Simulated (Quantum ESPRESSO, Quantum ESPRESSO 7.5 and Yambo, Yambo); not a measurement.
## Excitons of AlN (F-43m) on ever denser meshes

Aim: the absorption spectrum of AlN (F-43m) with electron-hole interaction, and what each part of the kernel does.

Calculated with Quantum ESPRESSO 7.5 and Yambo 5.3.0; PBE and many-body steps on it, plane waves.

### 1. Set-up

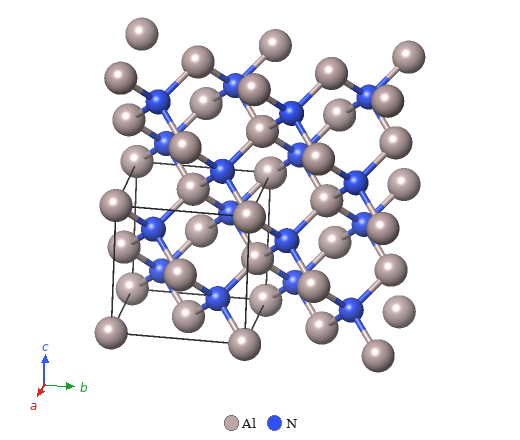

The cell as given, slightly off an axis (aluminium light grey, nitrogen blue). 1×2×2 cells are drawn. This picture shows the conventional cell, with its axes. Bonds to atoms that aren't drawn are left out. Some periodic images of atoms are drawn too.

As a file:

```cif
data_structure
_symmetry_space_group_name_H-M 'P 1'
_symmetry_Int_Tables_number 1
_cell_length_a 3.0886
_cell_length_b 3.0886
_cell_length_c 3.0886
_cell_angle_alpha 60.000
_cell_angle_beta 60.000
_cell_angle_gamma 60.000
_cell_volume 20.83
loop_
_atom_site_label
_atom_site_type_symbol
_atom_site_fract_x
_atom_site_fract_y
_atom_site_fract_z
_atom_site_occupancy
Al1 Al 0.00000 0.00000 0.00000 1
N2 N 0.75000 0.75000 0.75000 1
```

The cell and positions are those that the Materials Project relaxed with its own functionals (PBE, PBE+U or r2SCAN), kept fixed. This is not the form that AlN usually takes at ambient conditions.

### 2. Empty states on the mesh, 4×4×4 mesh, 51 bands

This step: Quantum ESPRESSO 7.5; DFT, PBE, plane waves, norm-conserving pseudopotentials.

The sums over transitions need many empty states on a uniform mesh; this step solves for them.

File pw.in:

```
&control
  calculation = 'nscf'
  prefix = 'x'
  outdir = 'o'
  pseudo_dir = 'pseudo'
/
&system
  ibrav = 0
  nat = 2
  ntyp = 2
  ecutwfc = 72.0
  nbnd = 51
  force_symmorphic = .true.
/
&electrons
  conv_thr = 1e-9
  electron_maxstep = 80
  diago_full_acc = .true.
  diago_thr_init = 5e-6
/
ATOMIC_SPECIES
  Al 26.982 Al.upf
  N 14.007 N.upf
CELL_PARAMETERS angstrom
  -0.0000000000 2.1839935596 2.1839935596
  2.1839935596 -0.0000000000 2.1839935596
  2.1839935596 2.1839935596 -0.0000000000
ATOMIC_POSITIONS crystal
  Al 0.0000000000 0.0000000000 0.0000000000
  N 0.7500000000 0.7500000000 0.7500000000
K_POINTS automatic
  4 4 4 0 0 0
```

Launch:

```sh
OMP_NUM_THREADS=1 mpirun -n 8 pw.x -nk 4 -in pw.in > pw.out
```

The log of the run:

```text
Program PWSCF v.7.5 starts

     This program is part of the open-source Quantum ESPRESSO suite
     for quantum simulation of materials; please cite
         "P. Giannozzi et al., J. Phys.:Condens. Matter 21 395502 (2009);
         "P. Giannozzi et al., J. Phys.:Condens. Matter 29 465901 (2017);
         "P. Giannozzi et al., J. Chem. Phys. 152 154105 (2020);
     in publications or presentations arising from this work. More details at

     Atomic positions and unit cell read from directory:
     o/x.save/

     Message from routine setup:
[...]
91.8324  91.8324  92.3060

          k =-0.3536-0.3536 0.3536 (  1458 PWs)   bands (ev):

[...]
66.7775  71.3619  72.8126  74.8721  74.8721  77.2795  77.2795  78.2690
    82.0128  85.8657  85.8657  88.7863  88.7863  91.6992  91.6992  92.8200
    93.8518  93.8518  94.5716

          k = 0.3536 0.0000 0.0000 (  1475 PWs)   bands (ev):

     [... further k-points ...]

     highest occupied, lowest unoccupied level (ev):     6.9565   10.2814

     XML data file, pseudopotentials, collected wavefunctions

=------------------------------------------------------------------------------=
   JOB DONE.
=------------------------------------------------------------------------------=
```

Elapsed: 1.4 s, on 8 MPI ranks of Intel Xeon at 2.60GHz (Ice Lake), shared host; peak memory 0.05 GiB; 9.8 s of CPU time.

This step gave:

```
gap                                                           : 3.325 eV
k of the valence top                                          : 0, 0, 0
k of the conduction bottom                                    : 0, -0.5, -0.5
least direct gap                                              : 4.192 eV
k points computed                                             : 8
lowest point of the top converged band, above the valence top : 80.5799 eV
```

On this mesh the gap is 3.325 eV.

The density comes from a self-consistent run that is not shown.

### 3. Conversion and set-up

This step: Yambo 5.3.0; conversion and set-up on PBE, plane waves, norm-conserving pseudopotentials.

The states are converted to the many-body program's format and the q mesh is built.

Launch:

```sh
(cd o/x.save; p2y > p2y.log; mv SAVE ../..); yambo > setup.log
```

The log of the run:

```text
 Yambo, version 5.3.0

 [02] CORE Variables Setup
 =========================

  [02.01] Unit cells
  ==================

  Cell kind             :  FCC
  Atoms in the cell     :  Al  N
  number of Al atoms    :  1
  number of N  atoms    :  1

  List of atomic masses
  Mass of Al    :  26.98200
  Mass of N     :  14.00700

  List of atomic coordinates    : [cc]
  Al1       :  0.000000  0.000000  0.000000  order 1
  N1       :  6.190725  6.190725  6.190725  order 2

  Alat factors          :  4.127150  4.127150  4.127150 [a.u.]
  Direct lattice volume :  140.5985 [a.u.]
[...]
==========================================

 IBZ Q-points                                      :   8
 BZ  Q-points                                      :   64

 K/Q-points units:
 rlu = crystal or reduced units; cc = cartesian coordinates; iku = interal k-units

 Q [1]          [rlu]:  0.000000  0.000000  0.000000
 Q [2]          [rlu]: -0.52978E-17 -0.52978E-17  0.25000
 Q [3]          [rlu]:  0.10596E-16  0.10596E-16 -0.50000
[...]
Q [7]          [rlu]:  0.39890E-16 -0.50000     -0.50000
 Q [8]          [rlu]:  0.250000 -0.500000 -0.250000

  [03.01] X indexes
  =================

   [03.01.01] Sigma indexes
   ========================

 [06] Game Over & Game summary
```

The job ended after 2.3 s (1 MPI rank; peak memory 0.24 GiB).

### 4. Screening and self-energy, 4×4×4 mesh, 51 bands, screening to 163.3 eV

Now the one-shot GW correction: screening in the RPA, then the self-energy of the levels asked for.

This step: G0W0 on PBE, plane waves, norm-conserving pseudopotentials.

File gw1.in:

```
HF_and_locXC
gw0
dyson
ppa
em1d
rim_cut
RandQpts= 1000000
RandGvec= 1 RL
EXXRLvcs= 72 Ry
VXCRLvcs= 288 Ry
Chimod= "HARTREE"
% BndsRnXp
 1 | 51 |
%
NGsBlkXp= 12 Ry
% LongDrXp
 1 | 1 | 1 |
%
% GbndRnge
 1 | 51 |
%
DysSolver= "n"
ExtendOut
PPAPntXp= 27.21138 eV
% QPkrange
 1 | 1 | 3 | 6 |
 7 | 7 | 3 | 6 |
%
```

Launch:

```sh
OMP_NUM_THREADS=1 mpirun -n 8 yambo -F gw1.in -J gw1 -C gw1 > gw1.log
```

The log of the run:

```text
 Yambo, version 5.3.0

 [02] CORE Variables Setup
 =========================

  [... cell, symmetries and grids as in the set-up ...]

  [02.05] Energies & Occupations
  ==============================

  [X] === General ===
  [X] Electronic Temperature                        :  0.000000  0.000000 [eV K]
  [X] Bosonic    Temperature                        :  0.000000  0.000000 [eV K]
  [X] Finite Temperature mode                       : no
  [X] El. density                                   :  0.38398E+24 [cm-3]
[...]
QP @ state[ 1 ] b range                          :   3   6
   QP @ state[ 2 ] K range                          :   7   7
   QP @ state[ 2 ] b range                          :   3   6
   GF energies kind                                 : Perdew, Burke & Ernzerhof(X)+Perdew, Burke & Ernzerhof(C)
   GF WF`s kind                                     : Perdew, Burke & Ernzerhof(X)+Perdew, Burke & Ernzerhof(C)
   Xs energies kind                                 : Perdew, Burke & Ernzerhof(X)+Perdew, Burke & Ernzerhof(C)
   Xs WF`s kind                                     : Perdew, Burke & Ernzerhof(X)+Perdew, Burke & Ernzerhof(C)

 [11] Game Over & Game summary
```

It took 8.3 s on 8 MPI ranks; peak memory 2.2 GiB; 56 s of CPU time.

This step gave:

| Item | Value |
| --- | --- |
| G0W0 gap on the points computed | 4.371 eV |
| starting gap on the mesh | 3.325 eV |
| k of the valence top | 0, 0, 0 |
| k of the conduction bottom | 0, -0.5, -0.5 |
| least direct G0W0 gap on the computed points | 5.518 eV |

The gap on the mesh goes from 3.32 eV to 4.37 eV, a correction of +1.05 eV.

The gap opens by 1.046 eV; the next steps shift the empty bands rigidly by 1.326 eV, the correction at the start's least direct gap.

### 5. Empty states on the mesh, 4×4×4 mesh, 12 bands

This step: Quantum ESPRESSO 7.5; DFT, PBE, plane waves, norm-conserving pseudopotentials.

Edit pw.in of step 2 so:

```diff
@@ -11,3 +11,3 @@
   ecutwfc = 72.0
-  nbnd = 51
+  nbnd = 12
   force_symmorphic = .true.
```

Launch:

```sh
OMP_NUM_THREADS=1 mpirun -n 8 pw.x -nk 4 -in pw.in > pw.out
```

The log of the run:

```text
[banner, memory and clock lines left out]
Program PWSCF v.7.5 starts

     Atomic positions and unit cell read from directory:
     o/x.save/

     Message from routine setup:
     using ibrav=0 with symmetry is DISCOURAGED, use correct ibrav instead

     bravais-lattice index     =            0
     lattice parameter (alat)  =       5.8367  a.u.
     unit-cell volume          =     140.5985 (a.u.)^3
     number of atoms/cell      =            2
     number of atomic types    =            2
     number of electrons       =         8.00
[...]
-8.0106   6.9565   6.9565   6.9565  11.1486  19.5460  19.5460  19.5460
    24.7019  24.7019  26.0437  26.0437

          k = 0.1768 0.1768-0.1768 (  1447 PWs)   bands (ev):

    -7.1600   3.6988   6.7010   6.7010  13.4084  17.9339  19.3059  19.3059
    23.2695  23.2695  24.1996  31.5170

          k =-0.3536-0.3536 0.3536 (  1458 PWs)   bands (ev):

    -5.9603   1.1012   6.4764   6.4764  14.3489  16.8022  18.1283  18.1283
    24.9257  27.0220  27.0220  30.5848

          k = 0.3536 0.0000 0.0000 (  1475 PWs)   bands (ev):

     [... further k-points ...]

     highest occupied, lowest unoccupied level (ev):     6.9565   10.2814

     XML data file, pseudopotentials, collected wavefunctions
```

It took 1.2 s on 8 MPI ranks; peak memory 0.05 GiB.

This step gave:

```
gap                                                           : 3.325 eV
k of the valence top                                          : 0, 0, 0
k of the conduction bottom                                    : 0, -0.5, -0.5
least direct gap                                              : 4.192 eV
k points computed                                             : 8
lowest point of the top converged band, above the valence top : 19.09 eV
```

On this mesh the gap is 3.325 eV.

### 6. Conversion and set-up

This step: Yambo 5.3.0; conversion and set-up on PBE, plane waves, norm-conserving pseudopotentials.

Launch:

```sh
(cd o/x.save; p2y > p2y.log; mv SAVE ../..); yambo > setup.log
```

The log of the run:

```text
 Yambo, version 5.3.0

 [02] CORE Variables Setup
 =========================

  [02.01] Unit cells
  ==================

  Cell kind             :  FCC
  Atoms in the cell     :  Al  N
  number of Al atoms    :  1
  number of N  atoms    :  1

  List of atomic masses
  Mass of Al    :  26.98200
  Mass of N     :  14.00700

  List of atomic coordinates    : [cc]
  Al1       :  0.000000  0.000000  0.000000  order 1
  N1       :  6.190725  6.190725  6.190725  order 2

  Alat factors          :  4.127150  4.127150  4.127150 [a.u.]
  Direct lattice volume :  140.5985 [a.u.]
[...]
==========================================

 IBZ Q-points                                      :   8
 BZ  Q-points                                      :   64

 K/Q-points units:
 rlu = crystal or reduced units; cc = cartesian coordinates; iku = interal k-units

 Q [1]          [rlu]:  0.000000  0.000000  0.000000
 Q [2]          [rlu]: -0.52978E-17 -0.52978E-17  0.25000
 Q [3]          [rlu]:  0.10596E-16  0.10596E-16 -0.50000
[...]
Q [7]          [rlu]:  0.39890E-16 -0.50000     -0.50000
 Q [8]          [rlu]:  0.250000 -0.500000 -0.250000

  [03.01] X indexes
  =================

   [03.01.01] Sigma indexes
   ========================

 [06] Game Over & Game summary
```

Run time: 2.3 s. Hardware: 1 MPI rank; peak memory 0.24 GiB.

(Part 1 of 4 ends here.)

[Paths, hosts, dates, memory and timing lines, banners, echoed tables and standing remarks are left out of the program output.]

[Logs are printed without paths, hosts, clocks, repeated set-up lines and the standing remarks that a program may print on its own settings, such as how far it seeks lower states.]

[Runs of the session that timed out or met a known fault of the program may be left out.]

[Hosts, paths, dates, database ids (printed as entryN), source tags and the programs' standing remarks are cut or masked in the printed files.]
